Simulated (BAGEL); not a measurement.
# RI-MP2/6-31G(d) (density fitting with qzvpp-jkfit, spherical functions) run of CH6GaN (SMILES [CH3][GaH][NH2])

What is the energy change on altering one bond length of CH6GaN at RI-MP2/6-31G* (density fitting with qzvpp-jkfit, spherical functions)? 

Program for the calculation: BAGEL 1.2.2.

1 further run of the same task is left out (it didn't finish). Runs told in other sessions of the task aren't counted.

### Step 1. The molecule

The species is CH6GaN (9 atoms), meant as a singlet with charge 0. SMILES: `[CH3][GaH][NH2]`. The shape is that of a PBE0-D4/def2-TZVP optimisation.

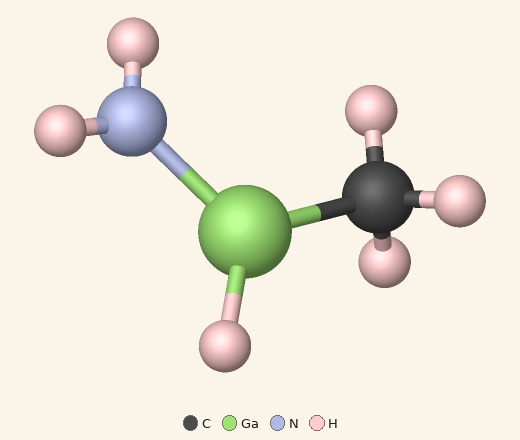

Viewed from a chosen angle; carbon dark grey, gallium green, nitrogen light blue, hydrogen pink.

### Step 2. The energy at RI-MP2/6-31G(d) (density fitting with qzvpp-jkfit, spherical functions)

Input file mp2.json:

```json
{ "bagel": [

{
  "title": "molecule",
  "basis": "6-31gs.json",
  "df_basis": "qzvpp-jkfit",
  "angstrom": true,
  "geometry": [
    { "atom": "C", "xyz": [   -0.279100,    0.944700,   -1.124800 ] },
    { "atom": "Ga", "xyz": [    0.513400,   -0.531900,   -0.104400 ] },
    { "atom": "N", "xyz": [   -0.068200,   -0.807600,    1.596800 ] },
    { "atom": "H", "xyz": [   -0.756000,    0.568300,   -2.033100 ] },
    { "atom": "H", "xyz": [    0.493400,    1.652200,   -1.435600 ] },
    { "atom": "H", "xyz": [   -1.026300,    1.483500,   -0.540100 ] },
    { "atom": "H", "xyz": [    1.617900,   -1.521300,   -0.608700 ] },
    { "atom": "H", "xyz": [    0.276500,   -1.536600,    2.197700 ] },
    { "atom": "H", "xyz": [   -0.771600,   -0.251300,    2.052200 ] }
  ]
},
{ "title": "hf" },
{ "title": "mp2", "ncore": 11 }

]}
```

The basis set 6-31G* is read from a file made from the Basis Set Exchange's data (not shown).

Run with:

```bash
BAGEL_NUM_THREADS=1 BAGEL mp2.json > mp2.out
```

Standard output:

```text
* using 1 threads per process

  ===============================================================
  ===============================================================

  *** Geometry ***

  { "atom" : "C", "xyz" : [     -0.527423,      1.785224,     -2.125564 ] },
  { "atom" : "Ga", "xyz" : [      0.970185,     -1.005145,     -0.197287 ] },
  { "atom" : "N", "xyz" : [     -0.128879,     -1.526143,      3.017515 ] },
  { "atom" : "H", "xyz" : [     -1.428633,      1.073931,     -3.842002 ] },
  { "atom" : "H", "xyz" : [      0.932391,      3.122206,     -2.712891 ] },
  { "atom" : "H", "xyz" : [     -1.939426,      2.803409,     -1.020641 ] },
  { "atom" : "H", "xyz" : [      3.057388,     -2.874840,     -1.150276 ] },
  { "atom" : "H", "xyz" : [      0.522509,     -2.903753,      4.153051 ] },
  { "atom" : "H", "xyz" : [     -1.458113,     -0.474888,      3.878096 ] },

  Number of auxiliary basis functions:      526

  Since a DF basis is specified, we compute 2- and 3-index integrals:
    o Being stored without compression. Storage requirement is 0.022 GB

  Number of basis functions:       72
  Number of electrons      :       50

    * METHOD: MOLECULE                             0.23

  *** RHF ***

  === Nuclear Repulsion ===
   188.6306445280

      * DIIS with orbital gradients will be used.

  === RHF iteration (6-31gs.json) ===
      0      -2018.57190712          0.02239704           0.05
      1      -2018.70626308          0.01391647           0.05
      2      -2018.77518557          0.00162764           0.05
      3      -2018.77652724          0.00058575           0.05
      4      -2018.77666435          0.00008866           0.05
      5      -2018.77666906          0.00003782           0.05
      6      -2018.77666966          0.00001419           0.05
      7      -2018.77666984          0.00000289           0.05
      8      -2018.77666985          0.00000074           0.05
      9      -2018.77666985          0.00000040           0.05
     10      -2018.77666985          0.00000011           0.05
     11      -2018.77666985          0.00000003           0.05
     12      -2018.77666985          0.00000001           0.05
    * SCF iteration converged.

    * Permanent dipole moment:
           (    0.178003,    -0.115300,    -0.162169) a.u.

    * METHOD: HF                                   0.78

  *** RHF ***

  === Nuclear Repulsion ===
   188.6306445280

      * DIIS with orbital gradients will be used.

  === RHF iteration (6-31gs.json) ===
      0      -2018.77666985          0.00000000           0.05
    * SCF iteration converged.

    * Permanent dipole moment:
           (    0.178003,    -0.115300,    -0.162169) a.u.

  === DF-MP2 calculation ===

    * freezing 11 orbitals
    * 3-index integral transformation done
    * assembly done

      MP2 correlation energy:   -0.5395033420      0.03

      MP2 total energy:       -2019.3161731894

    * METHOD: MP2                                  0.14

  ===============================================================
```

It took 1.3 s on 1 thread of Arm Neoverse V2, shared host; peak memory 0.12 GiB.

### Step 3. The distorted shape, same level

Input file mp2.json:

```json
{ "bagel" : [

{
  "title" : "molecule",
  "basis" : "6-31gs.json",
  "df_basis" : "qzvpp-jkfit",
  "angstrom" : "true",
  "geometry" : [
    { "atom" : "C", "xyz" : [    0.186181,    1.165260,   -2.485763 ] },
    { "atom" : "Ga", "xyz" : [    0.978681,   -0.311340,   -1.465363 ] },
    { "atom" : "N", "xyz" : [   -0.068200,   -0.807600,    1.596800 ] },
    { "atom" : "H", "xyz" : [   -0.290719,    0.788860,   -3.394063 ] },
    { "atom" : "H", "xyz" : [    0.958681,    1.872760,   -2.796563 ] },
    { "atom" : "H", "xyz" : [   -0.561019,    1.704060,   -1.901063 ] },
    { "atom" : "H", "xyz" : [    2.083181,   -1.300740,   -1.969663 ] },
    { "atom" : "H", "xyz" : [    0.276500,   -1.536600,    2.197700 ] },
    { "atom" : "H", "xyz" : [   -0.771600,   -0.251300,    2.052200 ] }
  ]
},
{
  "title" : "hf"
},
{
  "title" : "mp2",
  "ncore" : 11
}

]}
```

The basis set 6-31G* is read from a file made from the Basis Set Exchange's data (not shown).

Run with:

```bash
BAGEL_NUM_THREADS=1 BAGEL mp2.json > mp2.out
```

Standard output:

```text
* using 1 threads per process

  ===============================================================
  ===============================================================

  *** Geometry ***

  { "atom" : "C", "xyz" : [      0.351831,      2.202022,     -4.697411 ] },
  { "atom" : "Ga", "xyz" : [      1.849439,     -0.588347,     -2.769135 ] },
  { "atom" : "N", "xyz" : [     -0.128879,     -1.526143,      3.017515 ] },
  { "atom" : "H", "xyz" : [     -0.549379,      1.490729,     -6.413850 ] },
  { "atom" : "H", "xyz" : [      1.811645,      3.539003,     -5.284738 ] },
  { "atom" : "H", "xyz" : [     -1.060172,      3.220207,     -3.592488 ] },
  { "atom" : "H", "xyz" : [      3.936642,     -2.458042,     -3.722124 ] },
  { "atom" : "H", "xyz" : [      0.522509,     -2.903753,      4.153051 ] },
  { "atom" : "H", "xyz" : [     -1.458113,     -0.474888,      3.878096 ] },

  Number of auxiliary basis functions:      526

  Since a DF basis is specified, we compute 2- and 3-index integrals:
    o Being stored without compression. Storage requirement is 0.022 GB

  Number of basis functions:       72
  Number of electrons      :       50

    * METHOD: MOLECULE                             0.23

  *** RHF ***

  === Nuclear Repulsion ===
   152.1069269687

      * DIIS with orbital gradients will be used.

  === RHF iteration (6-31gs.json) ===
      0      -2018.25413828          0.02540932           0.05
      1      -2017.03202915          0.05059006           0.05
      2      -2018.54927090          0.00719629           0.05
      3      -2018.57950603          0.00257097           0.05
      4      -2018.58429430          0.00111769           0.05
      5      -2018.58593408          0.00054301           0.05
      6      -2018.58645765          0.00034569           0.05
      7      -2018.58685254          0.00009812           0.05
      8      -2018.58689258          0.00001843           0.05
      9      -2018.58689366          0.00000523           0.05
     10      -2018.58689371          0.00000184           0.05
     11      -2018.58689371          0.00000045           0.05
     12      -2018.58689371          0.00000019           0.05
     13      -2018.58689371          0.00000014           0.05
     14      -2018.58689371          0.00000010           0.05
     15      -2018.58689371          0.00000008           0.05
     16      -2018.58689371          0.00000004           0.05
     17      -2018.58689371          0.00000002           0.05
     18      -2018.58689371          0.00000001           0.05
    * SCF iteration converged.

    * Permanent dipole moment:
           (   -0.622398,    -0.665425,     2.487618) a.u.

    * METHOD: HF                                   1.04

  *** RHF ***

  === Nuclear Repulsion ===
   152.1069269687

      * DIIS with orbital gradients will be used.

  === RHF iteration (6-31gs.json) ===
      0      -2018.58689371          0.00000001           0.05
    * SCF iteration converged.

    * Permanent dipole moment:
           (   -0.622399,    -0.665426,     2.487619) a.u.

  === DF-MP2 calculation ===

    * freezing 11 orbitals
    * 3-index integral transformation done
    * assembly done

      MP2 correlation energy:   -0.5454505231      0.03

      MP2 total energy:       -2019.1323442325

    * METHOD: MP2                                  0.14

  ===============================================================
```

Run time: 1.6 s. Hardware: 1 thread of Arm Neoverse V2, shared host; peak memory 0.12 GiB.

### Step 4. Outcome

Level: RI-MP2/6-31G* (density fitting with qzvpp-jkfit, spherical functions), 11 core orbitals frozen.

| quantity | value |
| --- | --- |
| first shape: total energy | -2019.31617 Eh |
| first shape: correlation energy (11 core orbitals frozen) | -539.5 mEh |
| distorted shape: total energy | -2019.13234 Eh |
| distorted shape: correlation energy (11 core orbitals frozen) | -545.5 mEh |
| energy change with the Ga2–N3 bond stretched from 1.819 to 3.274 Å | 5.002 eV |

With the Ga2–N3 bond stretched from 1.819 to 3.274 Å the energy rises by 5.00 eV (115 kcal/mol). The first shape isn't relaxed at this level, so the change isn't measured from a minimum. A restricted reference can't describe the breaking bond well at this length.
